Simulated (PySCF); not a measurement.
# InF: from the state search to spectroscopic constants

One job finds the state of InF, follows it along the bond with each method and fits the curves.

The runs use PySCF 2.14.0; In def2-SVP with ECP28, F def2-SVP, scalar-relativistic core potentials.

## Step 1: Input

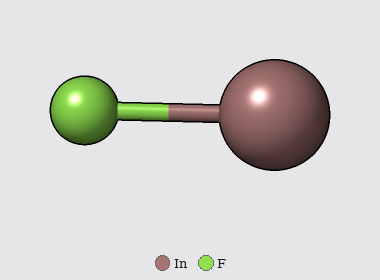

The two atoms at the starting distance (indium brown, fluorine green).

The job is set up so:

```
atoms                         : In, F
charge                        : 0
basis                         : In def2-SVP with ECP28, F def2-SVP
Hamiltonian                   : scalar-relativistic core potentials
basis functions               : 40
electrons treated             : 30
masses in u                   : 114.9039, 18.9984
levels                        : PBE0, PBE, r²SCAN, PBEsol, r²SCANh, revPBE, HSE06, HF, MP2, SCS-MP2, CCSD, CCSD(T)
grid                          : 80 radial by 434 angular points
occupations                   : held fixed by the projection of orbital angular momentum
dissociation limit            : In + F, each in its ground configuration
starting distance in angstrom : 2.005
values of 2S to try           : 0, 2
```

On the command line:

```
OMP_NUM_THREADS=1 python dia.py task.json out
```

The runs that follow: First curve: PBE0; Excited determinants; PBE (GGA); r²SCAN; PBEsol (GGA); r²SCANh; revPBE; HSE06 (range-separated hybrid); RHF; Adding correlation.

**Question.** What will these runs give? Wanted: for each run, Re; ωe; De; μ.

As calculated:

Lowest PBE0 solution found, without spin–orbit coupling: ¹Σ⁺ (singlet), closed shell. State 2 has its PBE0 minimum 3.71 eV higher. The other levels ran on the lowest alone.

| level | Re (Å) | ωe (cm⁻¹) | De (eV) | μ (D) |
| --- | --- | --- | --- | --- |
| RHF | 1.985 | 580 | 3.52 | -3.06 |
| RHF-MP2 | 1.992 | 580 | 5.32 | n/a |
| RHF-SCS-MP2 | 1.994 | 577 | 5.16 | n/a |
| RHF-CCSD | 1.994 | 576 | 4.94 | n/a |
| RHF-CCSD(T) | 1.996 | 573 | 5.02 | n/a |
| PBE | 2.017 | 542 | 5.67 | -2.66 |
| PBEsol | 2.001 | 557 | 5.92 | -2.58 |
| revPBE | 2.028 | 530 | 5.42 | -2.71 |
| r²SCAN | 1.996 | 565 | 5.44 | -2.70 |
| r²SCANh | 1.991 | 571 | 5.30 | -2.77 |
| PBE0 | 1.996 | 565 | 5.26 | -2.86 |
| HSE06 | 1.996 | 566 | 5.27 | -2.86 |

De is counted to In + F in their ground configurations. A positive dipole means In(−)F(+).

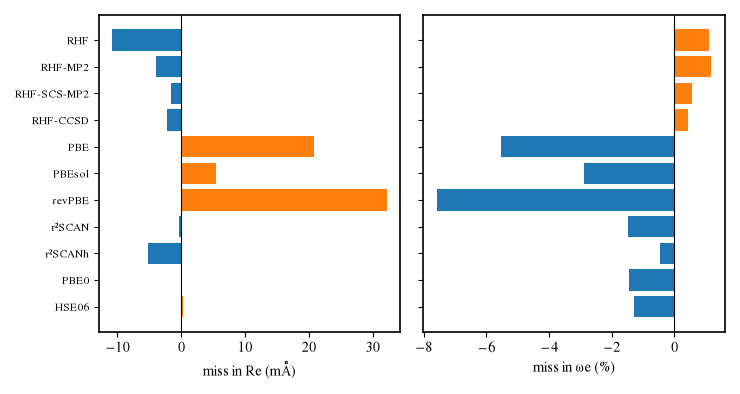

Differences in bond length and wavenumber from CCSD(T) in the same basis.

In words: Against CCSD(T) in the same basis, the bond length is nearest at r²SCAN and PBE0 and HSE06 (0 mÅ) and farthest at revPBE (+32 mÅ); the wavenumber is nearest at RHF-CCSD and r²SCANh (0.4 % off) and farthest at revPBE (-7.6 %). Hartree–Fock falls on the short and stiff side, its usual fault. PBE gives a bond that is too long and too soft, as GGAs tend to. CCSD(T) in a basis this small is itself some way from its limit, more so than the functionals. Among the levels with a De in the table, it runs from 3.52 eV (RHF) to 5.92 eV (PBEsol).

Correlated steps freeze 5 core orbitals. These are scalar-relativistic numbers at best; spin–orbit coupling would shift them, the dissociation energy most.
